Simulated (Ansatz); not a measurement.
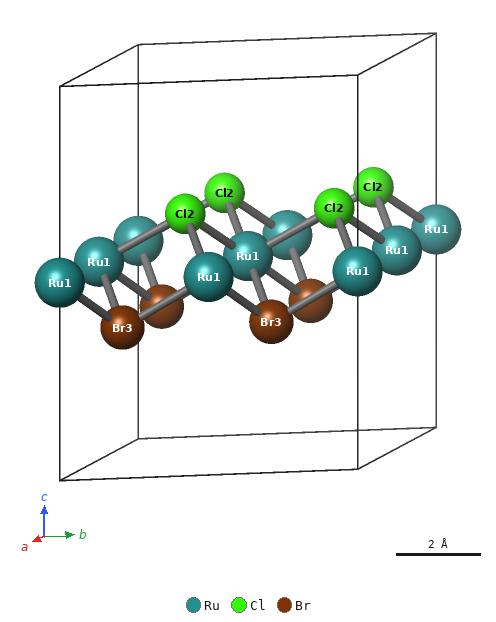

The structure of run 1 (ball-and-stick view of the 2 × 2 repeat of the cell, with the vacuum cut short, seen slightly off an axis; atoms are numbered from 1 in the order of the input). An atom can appear more than once, as a periodic image. Near neighbours in the periodic cell (some may lie outside the picture): Ru has 3 Br at 2.50 Å and 3 Cl at 2.46 Å; Cl has 3 Ru at 2.46 Å; Br has 3 Ru at 2.50 Å.

**What a change does: geometry relaxation on RuBrCl**

System: RuBrCl (slab, 3 atoms in the cell).
Method of run 1: DFT, PBEsol, plane waves, PAW, no spin polarisation (Ansatz 0.2.0).

The geometry comes from this level: PBE. Text and figures count atoms from 1; the logs count them from 0 in places.

## Input, run 1
```yaml
crystal:
  lattice:
    - [3.6954924252, 0.0, 0.0]
    - [-1.8477462126, 3.2003903197, 0.0]
    - [0.0, 0.0, 29.9556252544]
  atoms:
    - { symbol: Ru, position: [0.0, 0.0, 0.3011555061] }
    - { symbol: Cl, position: [0.3333333333, 0.6666666667, 0.342362298] }
    - { symbol: Br, position: [0.6666666667, 0.3333333333, 0.2578154103] }
  periodic: [true, true, false]
kpoints:
  mp_grid: { grid: [12, 12, 1] }
hamiltonian:
  xc: pbesol
scf:
  occupations: { method: fermi_dirac, width: 0.02 }
relax:
  f_tol: 0.005
  cell: {}
```

Command:
```bash
ansatz run input.yaml --threads 4 --pin off --max-ram 5529MiB --backend cpu --events-out ev --progress --plain --runs-dir out
```

Hardware: 4 threads of Arm Neoverse V1, 24 GiB of memory available, shared host.

## Output, shortened to warnings, some set-up lines, iterations and results (run 1)
```
Basis set: ecut = 420 eV, 6953 PW (Γ), exchange–correlation on 50×50×432 points (8 copies of the dense FFT grid, shifted against one another)
Symmetry: 6 space group operations
k-points: 19 of 144 (time reversal used)
Initial density: superposition of atomic densities (neutral atoms: chi_scale 0, normalization atom), corrected by the library's trained network
[...]
SCF iter   1: F=—  HF=-9614.246360 eV  |F-HF|=—  |Δ(HF+E_count)|=         —  Δρ=2.89e-3  dr2=2.76e-2  ethr=1.77e-3  ⟨swp⟩=15.0  Hψ=3415  notcnv=0
SCF iter   2: F=—  HF=-9614.246352 eV  |F-HF|=—  |Δ(HF+E_count)|=   7.83e-6  Δρ=1.51e-3  dr2=3.56e-2  ethr=9.19e-5  ⟨swp⟩=4.9  Hψ=1147  notcnv=0
SCF iter   3: F=—  HF=-9614.246989 eV  |F-HF|=—  |Δ(HF+E_count)|=   6.37e-4  Δρ=1.23e-3  dr2=3.53e-2  ethr=9.19e-5  ⟨swp⟩=4.5  Hψ=814  notcnv=0
SCF iter   4: F=—  HF=-9614.242646 eV  |F-HF|=—  |Δ(HF+E_count)|=   4.34e-3  Δρ=5.24e-4  dr2=3.60e-3  ethr=9.19e-5  ⟨swp⟩=3.2  Hψ=594  notcnv=0
SCF iter   5: F=—  HF=-9614.242633 eV  |F-HF|=—  |Δ(HF+E_count)|=   1.29e-5  Δρ=2.31e-4  dr2=3.02e-4  ethr=1.20e-5  ⟨swp⟩=3.7  Hψ=749  notcnv=0
[... 45 lines ...]
SCF iter   5: F=—  HF=-9614.284956 eV  |F-HF|=—  |Δ(HF+E_count)|=   1.13e-9  Δρ=1.17e-6  dr2=4.21e-9  ethr=1.09e-10  ⟨swp⟩=3.4  Hψ=690  notcnv=0
SCF iter   6: F=—  HF=-9614.284956 eV  |F-HF|=—  |Δ(HF+E_count)|=  5.82e-11  Δρ=5.06e-7  dr2=2.19e-10  ethr=1.40e-11  ⟨swp⟩=3.0  Hψ=610  notcnv=0
SCF iter   7: F=-9614.284956 eV  HF=-9614.284956 eV  |F-HF|=9.09e-12  |Δ(HF+E_count)|=  1.13e-10  Δρ=1.44e-7  dr2=1.71e-11  ethr=1.00e-12  ⟨swp⟩=8.5  Hψ=2859  notcnv=0
SCF 6 converged in 7 iterations: F = -9614.284956 eV  dr2 = 1.71e-11
relax step   6: F+E_penalty+E_count = -9614.28495649 eV  Δ(F+E_penalty+E_count) = +3.330e-4 eV  max|allowed force component| = 2.404e-3 eV/Å  Δτ_max = 0.0000 Å  P = -0.002 …
basis re-selected at this cell: Δ(F+E_penalty+E_count) = +3.330e-4 eV, ΔP = +0.002 N/m vs the last step (what re-selecting the basis moved, of the pressure what is left beyond the Pulay correction that the steps carried, after the strain that the cell walked since its last selection, with what the …
SCF converged after 7 iterations
Free energy (F): -9614.284956 eV
Harris-Foulkes:  -9614.284956 eV  (|F-HF|=9.09e-12)
Internal energy: -9614.284956 eV  (E = F + TS)
E sigma→0 (E₀):  -9614.284956 eV
Fermi energy:    -4.209218 eV
--- Per-component energies (eV) ---
  E_band       = -669.467227
  E_kinetic    = 811.938506
  E_local      = -47490.232069  (includes V_loc(G=0)·N_el)
  E_nonlocal   = 448.569686
  E_hartree    = 23128.478366
  E_xc         = -555.865798
  E_vxc        = -462.569454  (∫ρ·V_xc dr)
  E_paw        = -6246.211258  (= ΣΔE_a)
  E_vpaw       = -234.130695  (= ΣTr[D̂ρ^β])
  E_aug_tail   = -0.000089  (compensation charges beyond the density's cutoff)
  E_ewald      = 20288.613700
  E_core_change = 0.423998  (= ΣΔE_core)
  E_smearing   = -0.000000  (= −TS)
  E_closure    = 0.000000  (closes the sum)
  Σ components = -9614.284956   (vs F -9614.284956, Δ=0.00e0)
--- Forces (eV/Å), atoms counted from 1 ---
  atom   1  Ru    -0.00000000    -0.00000000     0.00240357
  atom   2  Cl    -0.00000000    -0.00000000    -0.00036894
  atom   3  Br     0.00000000     0.00000000    -0.00203592
  max |Σ_I F_I| component: 1.29e-6 eV/Å
--- 2D stress c σ (N/m, compression-positive) ---
       -0.002293       0.000000      -0.000000
        0.000000      -0.002293      -0.000000
       -0.000000      -0.000000      -0.000000
  P = ½ c Tr σ = -0.0023 N/m
--- Relaxed structure (5 steps of the walk, 5 accepted, 1 SCFs on fresh bases) ---
  F+E_penalty+E_count = -9614.28495649 eV   max|allowed force component| = 2.404e-3 eV/Å   (the final SCF, on the basis selected at the relaxed cell)
  cell:  # Å, volume = 343.4460 Å³
    - [3.6385196692068167, 5.364471950835378e-34, -1.1241973748678433e-80]
    - [-1.8192598346034083, 3.1510504657024554, 1.2152356236855489e-81]
    - [-9.112732864493383e-80, -4.123779297042851e-80, 29.9556252544]
  atoms:
    - { symbol: Ru, position: [1.0166394319948634e-19, 1.2704238229255604e-34, 0.3013249562303514] }
[...]
```

For run 2 the input was changed thus:
```diff
-  xc: pbesol
+  xc: r2scan
+output:
+  write_density: true
+  write_potential: true
+  elf: true
+  volumetric_format: npy
```

What does this change do to the results?

The total energies belong to different methods, so their difference says nothing on which is more stable or more accurate. The functional changes from PBEsol to r2SCAN. The number of SCF iterations is the same. The default cutoff goes from 420 to 500 eV with the change. On the same kind of shared host run 2 took about 2.6 times as long.

## Output, shortened to warnings, some set-up lines, iterations and results (run 2)
```
WARN: The output density's exchange-correlation potential varies sharply where the density is thin. Do not read a vacuum level from v_tot or v_xc, or from such a field of the output density. On a cell that repeats whose density bears no net charge and no dipole along the vacuum's axis use v_es (v_loc + v_h of the components); under efield.dipole_correction with no amplitude use v_es + v_field, …
Basis set: ecut = 500 eV, 9013 PW (Γ), exchange–correlation on 108×108×900 points (64 copies of the dense FFT grid, shifted against one another)
Symmetry: 6 space group operations
k-points: 19 of 144 (time reversal used)
Initial density: superposition of atomic densities (neutral atoms: chi_scale 0, normalization atom), corrected by the library's trained network
[...]
SCF iter   1: F=—  HF=-9768.162974 eV  |F-HF|=—  |Δ(HF+E_count)|=         —  Δρ=4.37e-3  dr2=4.76e-2  dr2_τ=1.49e-1  ethr=1.77e-3  ⟨swp⟩=14.5  Hψ=3344  notcnv=0
SCF iter   2: F=—  HF=-9768.237518 eV  |F-HF|=—  |Δ(HF+E_count)|=   7.45e-2  Δρ=3.33e-3  dr2=8.47e-2  dr2_τ=6.51e-3  ethr=1.59e-4  ⟨swp⟩=4.7  Hψ=1096  notcnv=0
SCF iter   3: F=—  HF=-9768.225843 eV  |F-HF|=—  |Δ(HF+E_count)|=   1.17e-2  Δρ=1.79e-3  dr2=1.15e-2  dr2_τ=2.93e-4  ethr=1.59e-4  ⟨swp⟩=4.8  Hψ=1049  notcnv=0
SCF iter   4: F=—  HF=-9768.228185 eV  |F-HF|=—  |Δ(HF+E_count)|=   2.34e-3  Δρ=1.17e-3  dr2=1.05e-2  dr2_τ=4.21e-4  ethr=3.83e-5  ⟨swp⟩=5.6  Hψ=1044  notcnv=0
SCF iter   5: F=—  HF=-9768.226824 eV  |F-HF|=—  |Δ(HF+E_count)|=   1.36e-3  Δρ=2.06e-4  dr2=1.79e-4  dr2_τ=2.49e-5  ethr=3.49e-5  ⟨swp⟩=4.6  Hψ=655  notcnv=0  defer=1
[... 45 lines ...]
SCF iter   5: F=—  HF=-9768.233966 eV  |F-HF|=—  |Δ(HF+E_count)|=   1.04e-9  Δρ=3.81e-7  dr2=3.07e-10  dr2_τ=6.97e-11  ethr=2.55e-11  ⟨swp⟩=2.8  Hψ=544  notcnv=0
SCF iter   6: F=—  HF=-9768.233966 eV  |F-HF|=—  |Δ(HF+E_count)|=  2.11e-10  Δρ=2.18e-7  dr2=2.01e-10  dr2_τ=2.22e-11  ethr=1.02e-12  ⟨swp⟩=3.4  Hψ=764  notcnv=0
SCF iter   7: F=-9768.233966 eV  HF=-9768.233966 eV  |F-HF|=7.82e-11  |Δ(HF+E_count)|=  1.04e-10  Δρ=7.98e-8  dr2=6.60e-12  dr2_τ=4.65e-12  ethr=1.00e-12  ⟨swp⟩=10.9  Hψ=2887 …
SCF 6 converged in 7 iterations: F = -9768.233966 eV  dr2 = 6.60e-12
relax step   6: F+E_penalty+E_count = -9768.23396573 eV  Δ(F+E_penalty+E_count) = +3.088e-4 eV  max|allowed force component| = 1.660e-3 eV/Å  Δτ_max = 0.0000 Å  P = -0.006 …
basis re-selected at this cell: Δ(F+E_penalty+E_count) = +3.088e-4 eV, ΔP = -0.002 N/m vs the last step (what re-selecting the basis moved, of the pressure what is left beyond the Pulay correction that the steps carried, after the strain that the cell walked since its last selection, with what the …
[...]
```

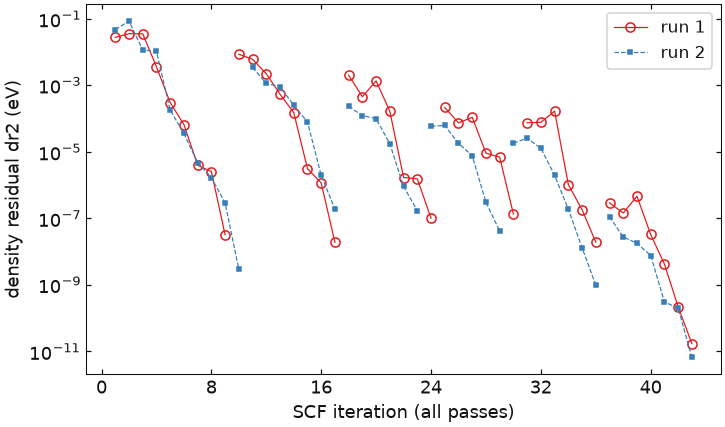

Convergence of the two runs: density residual dr2 against the SCF iteration. A break in a curve parts two SCF passes. Run 1 takes 43 iterations in all, and run 2 takes 43.

## The two runs side by side

| quantity | run 1 | run 2 |
| --- | --- | --- |
| outcome | converged | converged |
| free energy per atom (eV) | −3204.7617 | −3256.0780 |
| largest force (eV/Å) | 0.002 | 0.002 |
| SCF iterations | 43 | 43 |
| irreducible k-points | 19 | 19 |
| gap on the mesh (eV) | – | 1.62 |
| wall time (shared host) | 20 s | 52 s |

For run 2: Warnings: the exchange-correlation potential is rough where the density is thin.
